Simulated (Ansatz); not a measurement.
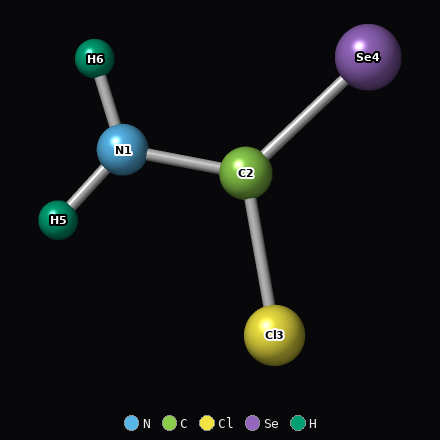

The system is CH₂ClNSe, SMILES NC(Cl)=[Se]; the picture shows the reference structure. 
- Coordinates scanned: (1) umbrella angle at C2 (between each of its bonds and their common axis; 90 is planar); (2) change of the bonds C2–N1, C2–Cl3, C2–Se4, all alike.
- Nothing is relaxed (all other coordinates rigid).
- The scan uses a 9 × 9 grid; 45 points were computed and 36 follow by symmetry.
- Points are written as (first, second).
- Energies are in eV, from the lowest grid point.
- All numbers below come from Ansatz 0.2.0, RKS PBE0-D4/def2-TZVP.

Its coordinates:

```yaml
atoms:
  - { symbol: N, position_ang: [-0.5360, 0.5169, 0.1642] }
  - { symbol: C, position_ang: [0.3888, -0.3795, -0.1714] }
  - { symbol: Cl, position_ang: [1.0794, -1.1292, 1.2359] }
  - { symbol: Se, position_ang: [0.8837, -0.7874, -1.8287] }
  - { symbol: H, position_ang: [-0.7681, 0.6992, 1.1261] }
  - { symbol: H, position_ang: [-1.0057, 1.0161, -0.5723] }
```

Range: umbrella angle at C2 (between each of its bonds and their common axis; 90 is planar) from 66 to 114°; change of the bonds C2–N1, C2–Cl3, C2–Se4, all alike from −0.178 to 0.275 Å.

### What will the energy surface look like?

The lowest grid point is at (90°, −0.008 Å). No other kind of well shows on this grid. The highest grid point, (66°, −0.178 Å), lies 7.31 eV above the lowest. Round the minimum the two coordinates are nearly uncoupled.

```csv
"second ↓, first →",66,72,78,84,90,96,102,108,114
0.275,4.16,3.55,3.17,2.96,2.89,2.96,3.17,3.55,4.16
0.218,3.52,2.79,2.33,2.08,2.00,2.08,2.33,2.79,3.52
0.162,3.01,2.16,1.61,1.31,1.21,1.31,1.61,2.16,3.01
0.105,2.69,1.68,1.03,0.68,0.56,0.68,1.03,1.68,2.69
0.048,2.62,1.44,0.68,0.26,0.13,0.26,0.68,1.44,2.62
−0.008,2.91,1.53,0.65,0.16,0.00,0.16,0.65,1.53,2.91
−0.065,3.68,2.08,1.05,0.48,0.29,0.48,1.05,2.08,3.68
−0.121,5.07,3.21,2.02,1.36,1.14,1.36,2.02,3.21,5.07
−0.178,7.31,5.17,3.79,3.02,2.78,3.02,3.79,5.17,7.31
```

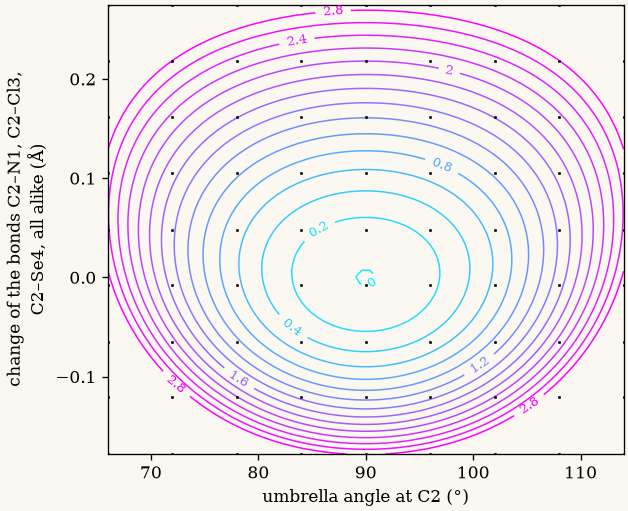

The picture shows contour lines labelled in eV (none above 2.8), dots at the grid points. Between grid points the surface is interpolated.

Each point was launched as `ansatz run input.yaml --threads 1 --pin off --max-ram 2560MiB --backend cpu --events-out ev --progress --plain --runs-dir out`. The whole map (45 points run) took 7.2 min on 1 thread of Arm Neoverse V1, on a shared host.
